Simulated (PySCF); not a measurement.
# C6H13BO2 (SMILES CC/C=C\B(OC)OC): what the fields show

```xyz
22

C     2.9642    0.2850    1.0440
C     2.2173   -0.3994   -0.0993
C     1.1727   -1.3446    0.4036
C    -0.1630   -1.1796    0.3852
B    -0.9580    0.0446   -0.1717
O    -0.3281    1.2321   -0.3963
C    -1.0304    2.3404   -0.8956
O    -2.2970    0.0014   -0.4431
C    -3.0815   -1.1470   -0.2882
H     2.2759    0.9129    1.6297
H     3.7699    0.9293    0.6602
H     3.4193   -0.4470    1.7307
H     2.9388   -0.9707   -0.7102
H     1.7588    0.3604   -0.7455
H     1.5720   -2.2650    0.8559
H    -0.7442   -2.0081    0.8096
H    -1.4714    2.1321   -1.8843
H    -0.3251    3.1785   -0.9908
H    -1.8496    2.6393   -0.2216
H    -3.1609   -1.4513    0.7696
H    -2.6844   -2.0002   -0.8636
H    -4.0948   -0.9264   -0.6551
```

Geometry: PBE0-D3(BJ)/def2-SVP.

Computed with PBE0/pcSseg-1, SCF density, gas phase, non-relativistic in PySCF.

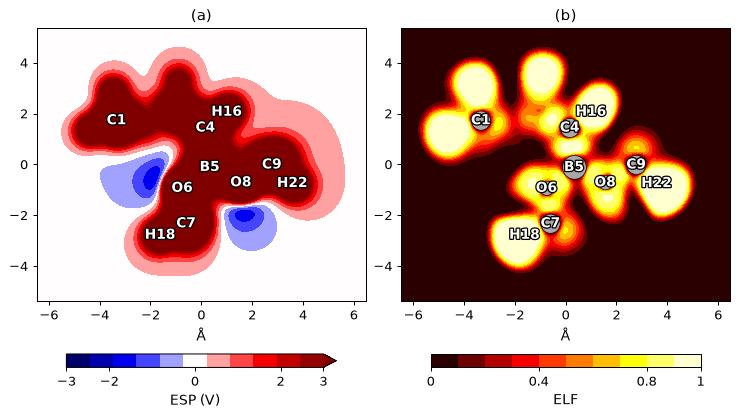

Figure 1. (a) electrostatic potential; (b) ELF on the plane of atoms O8, C9 and H22. Grey discs cover the atomic cores in the ELF map.

Question: Interpret the plot.

Answer: Atoms in the plane: C, B, O and H.
B–O (1.36 Å): the ELF peaks at about 0.90 between the atoms, as expected for a short, strongly polar bond.
C–O (1.40 Å): the ELF peaks at about 0.90 between the atoms: a polar covalent bond.
C–B (1.56 Å): the ELF peaks at about 1 between the atoms, as expected for a shared electron pair.
C–H (1.10 Å): the ELF climbs to about 1 towards the hydrogen, as it does in any bond to H; a covalent bond by its length.
The ELF also peaks beside O8, away from the bonds: lone-pair regions.
Outside the dense part of the molecule the potential is most negative (−1.8 V) near O6.

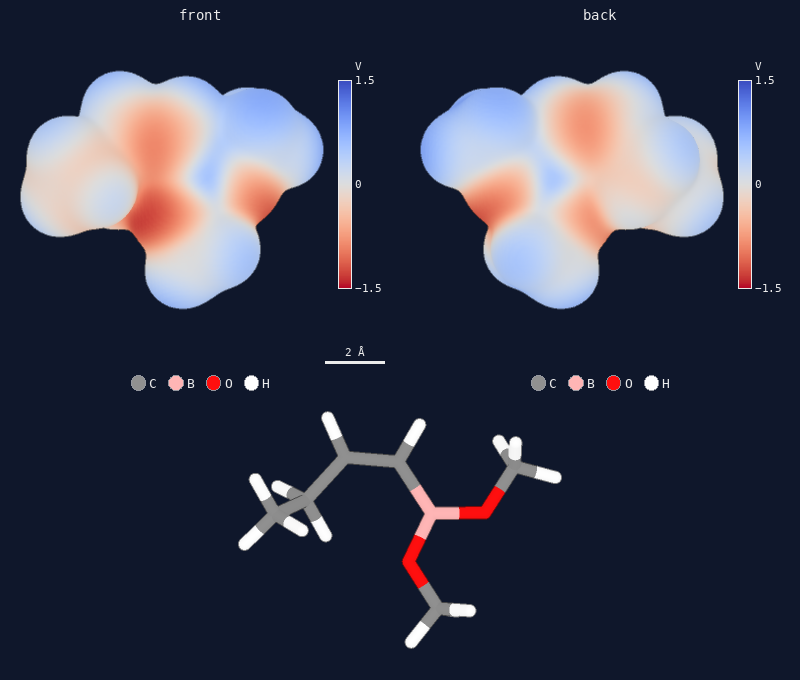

Figure 2. The molecular electrostatic potential painted on the density surface at 0.002 e/bohr³, seen from the front and from behind; red is negative and blue positive. The bare structure is drawn below in the same view.

Question: Describe the electrostatic potential map.

Answer: The most negative region (about −1.3 V, or −30 kcal/mol for a unit charge) lies over O6, the most positive (about +0.8 V, or +18 kcal/mol for a unit charge) over C9, H20 and H22. O6 is the likeliest acceptor of a hydrogen bond.

Question: How polar is the molecule by this calculation?

Answer: Its dipole moment is 0.99 D.
